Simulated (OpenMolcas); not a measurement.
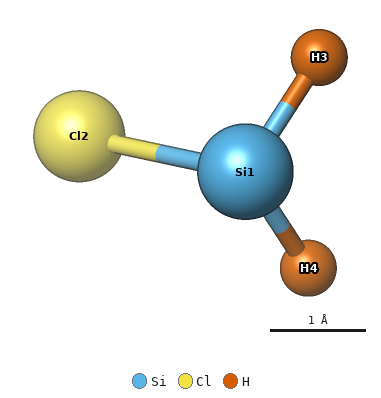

Figure 1. The structure as given in the input (ball-and-stick view, seen at a tilt; atoms are numbered from 1 in the order of the input). Bond lengths as drawn: Cl–Si 2.29 Å and H–Si 1.49 Å.

# Run report: SiH₂Cl (charge −1), energy and gradient calculation

SiH₂Cl, charge −1, SMILES [SiH2-]Cl, computed with B3LYP/6-31G*, RKS (OpenMolcas 26.06).

The geometry comes from this level: GFN2-xTB.

## The input
```
* ClH2Si Kohn-Sham DFT
>>> EXPORT MOLCAS_PRINT=2

&gateway
 baslib=$CurrDir
 coord=mol.xyz
 basis=6-31Gs
 group=NoSym

&seward
 gridinput
 Grid=UltraFine
 End of Grid

&scf
 charge=-1
 ksdft=B3LYP
 thresholds=1e-10 1e-07 1e-07 1e-05
 prorbitals=0

&alaska
```

## File mol.xyz
```
4

Si    -0.487890     0.431230     0.253920
Cl     1.672110    -0.122480     0.774530
H     -0.971070    -0.977580     0.165380
H     -0.213160     0.668840    -1.193830
```

Run on 1 thread of Arm Neoverse V1, 24 GiB of memory available, shared host.

Launched with:
```bash
export MOLCAS_MEM=1860
pymolcas test.inp > test.log
```

## Output
```
--- Start Module: gateway ---

                                              &GATEWAY

                       available to each process: 1.9 GB of memory, 1 thread

 Basis Set     1 Label: SI.6-31GS
 Basis set is read from library:.
 basistype.tbl is not found

 Basis Set     2 Label: CL.6-31GS
 Basis set is read from library:.
 basistype.tbl is not found

 Basis Set     3 Label: H.6-31GS
 Basis set is read from library:.
 basistype.tbl is not found

++    Symmetry information:
      ---------------------

                    Character Table for C1

                             E
                    a        1  x, y, xy, Rz, z, xz, Ry, yz, Rx, I
--

++    Basis set information:
      ----------------------

      Basis set label: SI.6-31GS.........

      Electronic valence basis set:
      ------------------
      Associated Effective Charge  14.000000 au
      Associated Actual Charge     14.000000 au
      Nuclear Model: Point charge

      Shell  nPrim  nBasis  Cartesian Spherical Contaminant
         s      16       4        X
         p      10       3        X
         d       1       1        X

      Basis set label: CL.6-31GS.........

      Electronic valence basis set:
      ------------------
      Associated Effective Charge  17.000000 au
      Associated Actual Charge     17.000000 au
      Nuclear Model: Point charge

      Shell  nPrim  nBasis  Cartesian Spherical Contaminant
         s      16       4        X
         p      10       3        X
         d       1       1        X

      Basis set label: H.6-31GS.........

      Electronic valence basis set:
      ------------------
      Associated Effective Charge   1.000000 au
      Associated Actual Charge      1.000000 au
      Nuclear Model: Point charge

      Shell  nPrim  nBasis  Cartesian Spherical Contaminant
         s       4       2        X
--

++    Molecular structure info:
      -------------------------

                    ************************************************
                    **** Cartesian Coordinates / bohr, angstrom ****
                    ************************************************

     Center  Label                x              y              z                     x              y              z
        1      SI1             -0.921978       0.814907       0.479839             -0.487890       0.431230       0.253920
        2      CL2              3.159830      -0.231454       1.463650              1.672110      -0.122480       0.774530
        3      H3              -1.835056      -1.847358       0.312523             -0.971070      -0.977580       0.165380
        4      H4              -0.402814       1.263924      -2.256012             -0.213160       0.668840      -1.193830

                    ***************************************
                    *    InterNuclear Distances / bohr    *
                    ***************************************

               1 SI1           2 CL2           3 H3            4 H4
    1 SI1      0.000000
    2 CL2      4.327114        0.000000
    3 H3       2.819461        5.374489        0.000000
    4 H4       2.820643        5.363252        4.281211        0.000000

                    *******************************************
                    *    InterNuclear Distances / angstrom    *
                    *******************************************

               1 SI1           2 CL2           3 H3            4 H4
    1 SI1      0.000000
    2 CL2      2.289810        0.000000
    3 H3       1.491995        2.844057        0.000000
    4 H4       1.492620        2.838111        2.265519        0.000000

                    **************************************
                    *    Valence Bond Angles / degree    *
                    **************************************
                          Atom centers                 Phi
                      3 H3       1 SI1      4 H4        98.76
--

            Nuclear Potential Energy             71.49730535 au

--- Stop Module: gateway /rc=_RC_ALL_IS_WELL_ ---

--- Start Module: seward ---

                                              &SEWARD

                       available to each process: 1.9 GB of memory, 1 thread

               SEWARD will generate:
                  Multipole Moment integrals up to order  2
                  Kinetic Energy integrals
                  Nuclear Attraction integrals (point charge)
                  One-Electron Hamiltonian integrals
                  Velocity integrals
                  Orbital angular momentum around (  1.2692   0.2173   0.9644 )
                  Velocity quadrupole around (  1.2692   0.2173   0.9644 )
                  Two-Electron Repulsion integrals

                   Integrals are discarded if absolute value <: 1.00E-14
                   Integral cutoff threshold is set to       <: 1.00E-16

            Nuclear Potential Energy             71.49730535 au

      Basis set specifications :
      Symmetry species         a
      Basis functions           42

--- Stop Module: seward /rc=_RC_ALL_IS_WELL_ ---

--- Start Module: scf ---

                                                &SCF

                       available to each process: 1.9 GB of memory, 1 thread

 ###############################################################################
 ###     Minimized-density-differences option turned off!                    ###
 ###############################################################################
++    Input section:
      --------------

      Header of the integral files:

      Cartesian coordinates in angstrom:
      -----------------------------------------------------
      No.  Label        X            Y            Z
      -----------------------------------------------------
       1   SI1       -0.48789000   0.43123000   0.25392000
       2   CL2        1.67211000  -0.12248000   0.77453000
       3   H3        -0.97107000  -0.97758000   0.16538000
       4   H4        -0.21316000   0.66884000  -1.19383000
      -----------------------------------------------------
      Nuclear repulsion energy =   71.49730535
--

++    Orbital specifications:
      -----------------------

      Symmetry species               1
                                     a
      Frozen orbitals                0
      Aufbau                        17
      Start temperature = 0.500
      End temperature   = 0.010
      Temperature Factor= 0.460
      Deleted orbitals               0
      Total number of orbitals      42
      Number of basis functions     42
--

      Molecular charge                          -1.000

      Numerical integration parameters
      --------------------------------
      Radial quadrature type:                         MHL
      Size of radial grid:                            99
      Lebedev angular grid:                           41
      Angular grid pruned with the crowding factor:  1.00E+10
                                 and fading factor:  1.00E+01
      Screening threshold for integral computation:   1.00E-11
      Radial quadrature accuracy:                     1.00E-25
      Maximum batch size:                             128
      AO values are stored on disk
      The same grid will be used for all iterations.

      DFT functional specifications
      -----------------------------
      Using Libxc version: 6.2.2
      Please cite the following reference:
      S. Lehtola, C. Steigemann, M. J.T. Oliveira, and M. A.L. Marques.,  SoftwareX 7, 1–5 (2018) doi:10.1016/j.softx.2017.11.002

      * B3LYP

++    Optimization specifications:
      ----------------------------

      SCF Algorithm: Conventional
      D(i)-D(i-1) density differences are used
      Number of density matrices in core                 5
      Maximum number of NDDO SCF iterations            400
      Maximum number of HF SCF iterations              400
      Threshold for SCF energy change             1.00E-10
      Threshold for density matrix                1.00E-07
      Threshold for Fock matrix                   1.00E-07
      Threshold for linear dependence             1.00E-09
      Threshold at which DIIS is turned on        1.50E-01
      Maximum depth in the DIIS procedure                5
      Maximum depth in the BFGS Hessian update          30
      Threshold at which QNR/C2DIIS is turned on  7.50E-02
      Threshold for Norm(delta) (QNR/C2DIIS)      1.00E-05
      All orbitals punched on: SCFORB
--

      Input vectors read from INPORB
      Orbital file label: *Guess orbitals

++ Convergence information
                                   B3LYP      iterations: Energy and convergence statistics

Iter     Tot. B3LYP      One-elec.       Two-elec.     Energy      Max Dij or  Max Fij      DNorm      TNorm      AccCon     Time
         Energy          Energy          Energy        Change      Delta Norm                                                in Sec.
   1  -748.975567572 -1224.383814725   403.910941805   0.00E+00    1.79E-01*   7.89E-01*    9.19E+00   1.78E+02   None         0.
   2  -747.456485924 -1230.680289310   411.726498039   1.52E+00*   1.08E-01*   6.97E-02*    1.01E+01   1.80E+02   EDIIS        0.
   3  -750.000985993 -1230.604671206   409.106379865  -2.54E+00*   7.22E-01*   3.32E-01*    4.23E+00   1.80E+02   EDIIS        0.
   4  -748.269955293 -1215.108587723   395.341327082   1.73E+00*   1.16E-01*   1.32E-01*    5.66E+00   1.75E+02   EDIIS        0.
   5  -750.914511685 -1228.416530079   406.004713047  -2.64E+00*   1.18E-01*   5.26E-02*    4.15E+00   1.79E+02   EDIIS        0.
   6  -750.930564239 -1229.171476842   406.743607256  -1.61E-02*   1.11E-01*   4.59E-02*    7.92E-01   1.79E+02   EDIIS        0.
   7  -750.933351398 -1227.879531322   405.448874577  -2.79E-03*   1.42E-02*   2.04E-02*    5.64E-01   1.79E+02   EDIIS        0.

       Fermi aufbau procedure completed!
      nOcc=   17

   8  -750.941202864 -1228.753374749   406.314866537  -7.85E-03*   4.51E-03*   2.23E-03*    7.86E-02   1.79E+02   c2DIIS       0.
   9  -750.941340447 -1228.561107768   406.122461974  -1.38E-04*   3.34E-03*   6.80E-04*    3.17E-02   1.79E+02   QNRc2DIIS    0.
  10  -750.941345724 -1228.629945880   406.191294809  -5.28E-06*   1.28E-03*   5.15E-04*    1.87E-02   1.79E+02   QNRc2DIIS    0.
  11  -750.941349914 -1228.597797216   406.159141955  -4.19E-06*   1.70E-04*   3.90E-05*    7.17E-03   1.79E+02   QNRc2DIIS    0.
  12  -750.941349952 -1228.600274358   406.161619058  -3.88E-08*   1.93E-05*   6.50E-06*    7.80E-04   1.79E+02   QNRc2DIIS    0.
  13  -750.941349953 -1228.600041570   406.161386270  -5.63E-10*   4.95E-06    1.28E-06*    8.71E-05   1.79E+02   QNRc2DIIS    0.
  14  -750.941349953 -1228.600043663   406.161388363  -2.80E-11    1.36E-06    6.00E-07*    2.49E-05   1.79E+02   QNRc2DIIS    0.
  15  -750.941349953 -1228.600050008   406.161394708  -2.16E-12    2.61E-07    1.10E-07*    6.45E-06   1.79E+02   QNRc2DIIS    0.
  16  -750.941349953 -1228.600049340   406.161394039   1.02E-12*   4.49E-08    2.05E-08     1.26E-06   1.79E+02   QNRc2DIIS    0.
  17  -750.941349953 -1228.600049242   406.161393942  -2.61E-12    4.32E-09    1.13E-09     2.14E-07   1.79E+02   QNRc2DIIS    0.

       Convergence after  17 Iterations
--

 *****************************************************************************************************************************
 *                                             SCF/KS-DFT Program, Final results                                             *
 *                                                       Final Results                                                       *
 *****************************************************************************************************************************

::    Total KS-DFT energy                            -750.9413499530
      One-electron energy                           -1228.6000492421
      Two-electron energy                             406.1613939417
      Nuclear repulsion energy                         71.4973053474
      Kinetic energy (interpolated)                   748.5776709233
      Virial theorem                                    1.0031575602
      Total spin, S(S+1)                                0.0000000000
      Total spin, S                                     0.0000000000
      Max non-diagonal density matrix element           0.0000000056
      Max non-diagonal Fock matrix element              0.0000000005

      No orbitals printed

++    Molecular charges:
      ------------------

      Mulliken charges per centre
      ---------------------------

                SI1     CL2     H3      H4
      Total   14.1631 17.5696  1.1337  1.1335

      N-E     -0.1631 -0.5696 -0.1337 -0.1335

      Total electronic charge=   34.000000

      Total            charge=   -1.000000
--

++    Molecular properties:
      ---------------------

      Charge (e):
                      =   -1.0000
      Dipole Moment (debye):
      Origin of the operator (angstrom)=    0.6716    0.1150    0.5103
                   X=  1.4512E+00               Y= -8.0950E-01               Z= -1.7469E-01           Total=  1.6709E+00
      Center of Charge (angstrom)
                     X=    0.36947997               Y=    0.28353058               Z=    0.54670125
      Quadrupole Moment (debye*angstrom):
      Origin of the operator (angstrom)=    0.6716    0.1150    0.5103
                  XX= -3.9314E+01              XY=  3.0537E+00              XZ= -2.1471E-01              YY= -3.4425E+01
                  YZ= -9.8279E-01              ZZ= -3.3530E+01
      In traceless form (debye*angstrom)
                  XX= -5.3364E+00              XY=  4.5805E+00              XZ= -3.2207E-01              YY=  1.9970E+00
                  YZ= -1.4742E+00              ZZ=  3.3394E+00
--

--- Stop Module: scf /rc=_RC_ALL_IS_WELL_ ---
--- Module scf spent 6 seconds ---

--- Start Module: alaska ---

                                              &ALASKA

                       available to each process: 1.9 GB of memory, 1 thread

                     Threshold for contributions to the gradient: 1.000E-07

                    ********************************************
                    * Symmetry Adapted Cartesian Displacements *
                    ********************************************

           Irreducible representation : a
           Basis function(s) of irrep: x, y, xy, Rz, z, xz, Ry, yz, Rx, I

 Basis Label        Type   Center Phase
   1   SI1          x         1     1
   2   SI1          y         1     1
   3   SI1          z         1     1
   4   CL2          x         2     1
   5   CL2          y         2     1
   6   CL2          z         2     1
   7   H3           x         3     1
   8   H3           y         3     1
   9   H3           z         3     1
  10   H4           x         4     1
  11   H4           y         4     1
  12   H4           z         4     1

                     No automatic utilization of translational and rotational invariance of the energy is employed.

 DFT contribution computed for a moving grid.

 Conventional ERI gradients!

 **************************************************
 *              Molecular gradients               *
 **************************************************

  Irreducible representation: a
 ------------------------------------------------------------------------------------------
                              X                       Y                       Z
 ------------------------------------------------------------------------------------------
  SI1              -3.21450223475850E-04   -1.87359321940903E-02   -2.23155991617890E-02
  CL2              -1.06260221623522E-03    8.79908102391358E-04    2.58220760290140E-04
  H3                3.06764281085359E-03    1.44338693866972E-02    6.60365205087704E-03
  H4               -1.68359037113670E-03    3.42215470499718E-03    1.54537263506174E-02
 ------------------------------------------------------------------------------------------

--- Stop Module: alaska /rc=_RC_ALL_IS_WELL_ ---
--- Module alaska spent 1 second ---

.##################.
.# Happy landing! #.
.##################.

    Timing: Wall=9.22 User=7.44 System=1.77
```

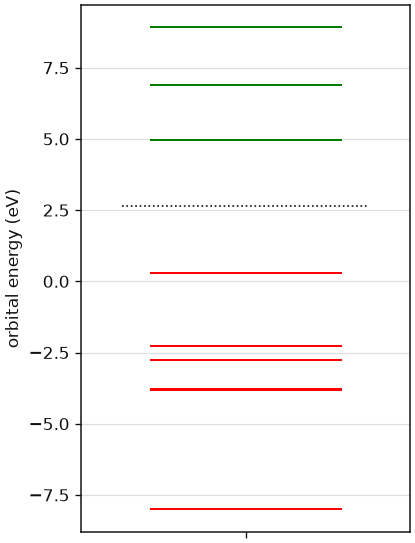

Figure 2. Orbital energies near the frontier; the dotted line parts filled from empty levels, and levels within 0.02 eV of each other stand side by side. Highest filled 0.30 eV, lowest empty 4.97 eV, 4.67 eV apart.

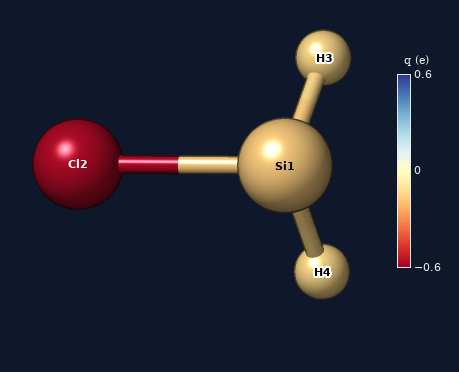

Figure 3. Mulliken charges, as the colour of each atom (ball-and-stick view, seen on its broad side; atoms are numbered from 1 in the order of the input). By element: Si −0.16, Cl −0.57 and H −0.13 e.

## Summary

- outcome: converged
- total energy: −750.941350 hartree
- basis functions: 42
- largest force: 1.498 eV/Å
- HOMO: 0.30 eV
- LUMO: 4.97 eV
- wall time: 9.6 s
- peak memory: 0.38 GiB
